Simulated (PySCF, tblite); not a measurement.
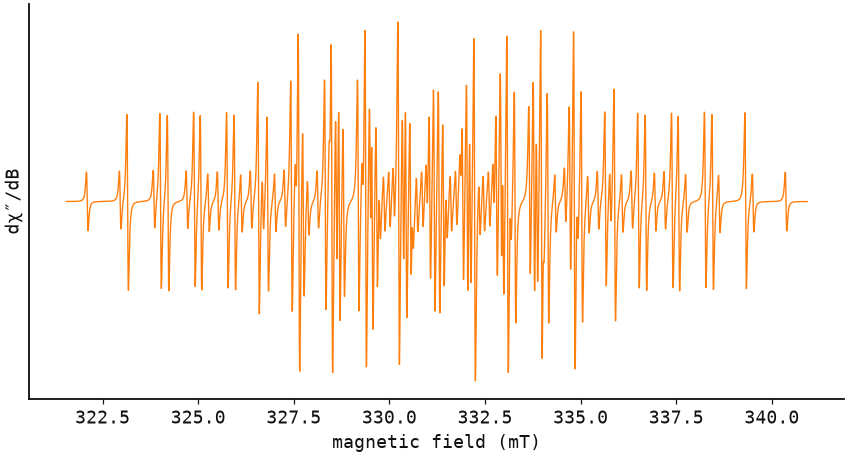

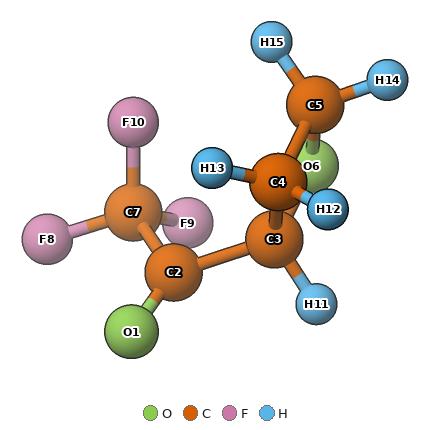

First-order isotropic EPR spectrum (fast tumbling, first derivative) of C₅H₅F₃O₂⁺, SMILES [O+]=C([C@@H]1CCO1)C(F)(F)F, doublet at 9.30 GHz, Lorentzian lines of 0.07 mT full width at half height, from computed g and hyperfine couplings (B3LYP/pcH-1 with PySCF 2.14.0, at a GFN2-xTB geometry (a minimum by its frequencies), gas phase); values of one conformer, averaged over methyl-type rotors alone; other conformers aren't averaged in; no vibrational averaging; dilute isotopes left out. The SMILES is one Lewis form and needn't show where the spin sits.

**Which couplings does the calculation give? The spectrum shows the sizes of those above the line width, not their signs.**

```
     nuclei  isotope  a (mT)  a (MHz)
        H14       ¹H    4.59    129.0
        H11       ¹H    4.48    125.7
        H15       ¹H    3.42     96.0
        H12       ¹H    1.75     49.1
F8, F9, F10      ¹⁹F    1.05     29.5
        H13       ¹H    0.86     24.1
```

**What is the g value, and how wide is the spectrum?**

g_iso = 2.0060, which centres the spectrum at 331.2 mT; it spans 18.3 mT.

Note: the tight-binding geometry is rougher than a DFT one and adds to the error.
